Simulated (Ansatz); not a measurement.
# CH5BFN (SMILES CB(N)F): CAM-B3LYP/cc-pVDZ

Aim: the vertical ionisation energy of CH5BFN at CAM-B3LYP/cc-pVDZ, from 2 runs. 

Program for the calculation: Ansatz 0.2.0.

126 further runs of the same task are left out: 126 set aside as unsound or not needed.

## (1) The molecule

The species is CH5BFN (9 atoms), meant as a singlet with charge 0. As SMILES, `CB(N)F`. Geometry: relaxed at PBE0-D4/def2-TZVP.

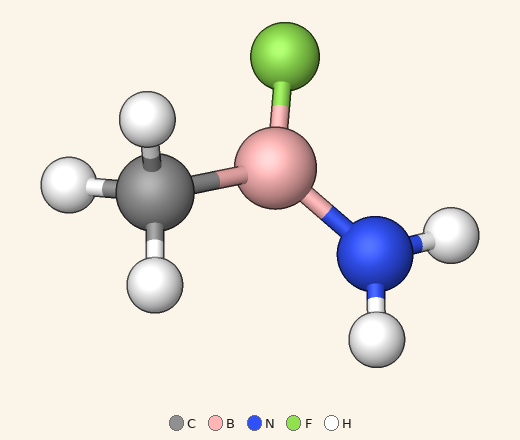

The structure, seen from a chosen angle (carbon grey, boron pink, nitrogen blue, fluorine green, hydrogen white).

## (2) The energy at CAM-B3LYP/cc-pVDZ

molecule.yaml reads:

```yaml
basis:
  gaussian: {orbitals: cc-pVDZ}
crystal:
  periodic: [false, false, false]
  atoms:
    - symbol: C
      position_ang: [-0.428400, 0.964700, -0.539000]
    - symbol: B
      position_ang: [0.098200, -0.482300, -0.251400]
    - symbol: N
      position_ang: [0.546200, -0.928100, 0.993800]
    - symbol: F
      position_ang: [0.128500, -1.370900, -1.263800]
    - symbol: H
      position_ang: [0.176600, 1.438400, -1.318100]
    - symbol: H
      position_ang: [-0.424000, 1.616300, 0.336600]
    - symbol: H
      position_ang: [-1.450400, 0.924300, -0.928000]
    - symbol: H
      position_ang: [0.878700, -1.865200, 1.143700]
    - symbol: H
      position_ang: [0.563100, -0.343500, 1.809000]
total_charge: 0
hamiltonian: {xc: {name: CAM-B3LYP}}
accuracy: high
output: {orbitals: {seedname: orbitals}}
```

Command:

```bash
ansatz run molecule.yaml --threads 1 --pin off --max-ram 3480MiB --events-out events.jsonl --progress --plain --runs-dir runs
```

Log:

```text
Warning: RAYON_NUM_THREADS=1 ignored (pool sized by the plan → 1); use --threads N
Functional definition: CAM-B3LYP
  name "CAM-B3LYP"
  parameter alpha = 0.19
  parameter beta = 0.46
  parameter omega = 0.33/bohr
  parameter ac = 0.81
  exchange = (1 - alpha - beta)*b88_x + beta*b88_x_sr(omega) + alpha*exact_x + beta*exact_x_lr(omega)
  correlation = (1 - ac)*vwn5_c + ac*lyp_c
1903 factors; integrals over basis functions are off by at most 3.3e-9 eV
382 factors; integrals over basis functions are off by at most 2.1e-9 eV
mean field evaluation 1: about -5996.4419 eV, gradient 5.6e1 eV
mean field evaluation 2: about -5997.1752 eV, gradient 5.3e1 eV
mean field evaluation 4: about -6002.7185 eV, gradient 1.5e0 eV
mean field evaluation 8: about -6002.7195 eV, gradient 3.2e-2 eV
mean field evaluation 16: about -6002.7195 eV, gradient 8.0e-7 eV
mean field -6002.71947329 eV, -220.5958718540 hartree, gradient 2.9e-8 eV, S^2 0.000000; 0 other end points of the search recorded, 0 dependent functions left out
reference -6002.71949135 eV, -220.5958725175 hartree; 16, 16 occupied and 65, 65 virtual orbitals, 1903 factors
Total energy: -6002.71949135 eV, -220.5958725175 hartree
```

Wall time 6 s (1 thread of Arm Neoverse V1, shared host); peak memory 0.27 GiB.

## (3) The doublet cation at the same level

run.yaml reads:

```yaml
crystal:
  periodic: [false, false, false]
  atoms:
    - {symbol: C, position_ang: [-0.428400, 0.964700, -0.539000]}
    - {symbol: B, position_ang: [0.098200, -0.482300, -0.251400]}
    - {symbol: N, position_ang: [0.546200, -0.928100, 0.993800]}
    - {symbol: F, position_ang: [0.128500, -1.370900, -1.263800]}
    - {symbol: H, position_ang: [0.176600, 1.438400, -1.318100]}
    - {symbol: H, position_ang: [-0.424000, 1.616300, 0.336600]}
    - {symbol: H, position_ang: [-1.450400, 0.924300, -0.928000]}
    - {symbol: H, position_ang: [0.878700, -1.865200, 1.143700]}
    - {symbol: H, position_ang: [0.563100, -0.343500, 1.809000]}
basis:
  gaussian:
    orbitals: cc-pVDZ
magnetization:
  spin_polarized: true
  initial_magnetization: 1
total_charge: 1
hamiltonian:
  xc: {name: CAM-B3LYP}
accuracy: high
output:
  orbitals: {seedname: orbitals}
```

Command:

```bash
ansatz run run.yaml --threads 1 --pin off --max-ram 3480MiB --events-out events.jsonl --progress --plain --runs-dir runs
```

Log (excerpt; [...] marks lines left out):

```text
Warning: RAYON_NUM_THREADS=1 ignored (pool sized by the plan → 1); use --threads N
[... 2 set-up lines as earlier in the session ...]
[...]
1903 factors; integrals over basis functions are off by at most 3.3e-9 eV
382 factors; integrals over basis functions are off by at most 2.1e-9 eV
[...]
mean field -5991.99242910 eV, -220.2016602512 hartree, gradient 6.5e-8 eV, S^2 0.754184; 2 other end points of the search recorded, 0 dependent functions left out
reference -5991.99244587 eV, -220.2016608675 hartree; 16, 15 occupied and 65, 66 virtual orbitals, 1903 factors
Total energy: -5991.99244587 eV, -220.2016608675 hartree
```

Run time: 16 s. Hardware: 1 thread of Arm Neoverse V1, shared host; peak memory 0.37 GiB.

## (4) What came out

Level: CAM-B3LYP/cc-pVDZ.

| quantity | value |
| --- | --- |
| singlet CH5BFN: total energy | -220.59587 Eh |
| singlet CH5BFN: HOMO energy | -9.42 eV |
| singlet CH5BFN: LUMO energy | 2.71 eV |
| singlet CH5BFN: HOMO–LUMO gap | 12.13 eV |
| doublet cation: total energy | -220.20166 Eh |
| doublet cation: HOMO energy (highest over α and β) | -16.93 eV |
| doublet cation: LUMO energy (lowest over α and β) | -12.07 eV |
| doublet cation: ⟨S²⟩ | 0.754 |
| vertical ionisation energy (to the doublet cation) | 10.727 eV |

In words: The vertical ionisation energy comes to 10.73 eV (1035 kJ/mol). −ε(HOMO) before ionisation, 9.42 eV, is 1.31 eV below this ionisation energy.
